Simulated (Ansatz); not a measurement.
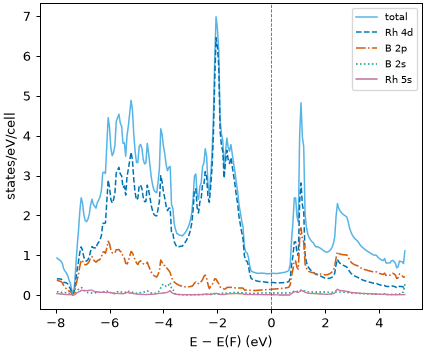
Total and projected density of states of BRh (NiAs type, space group No. 194), LDA in the plane-wave PAW code Ansatz

Which orbitals carry the states next to the Fermi level?

Within 0.5 eV of the Fermi level: Rh 4d 59 %, B 2p 27 %, B 2s 10 %. Projections are on Löwdin-orthogonalised atomic valence shells; empty p or d shells of many metals are not among them.

Where is the tallest occupied peak in this window, and what makes it?

Near -2.0 eV, about 7.0 states/eV per cell; the largest projected share is Rh 4d.

Space group P6_3/mmc (NiAs type). The workflow started from a Materials Project entry (that database holds measured and hypothetical structures alike); the Crystallography Open Database copy checked does not list it. Its standing as an ambient phase is unchecked. The LDA relaxation kept the symmetry of its start; its stability against distortions is not shown here. No spin polarisation was allowed. Scalar-relativistic: spin–orbit coupling is off unless named, which matters more the heavier the elements.

Potentials: the later of the program's two PAW sets.
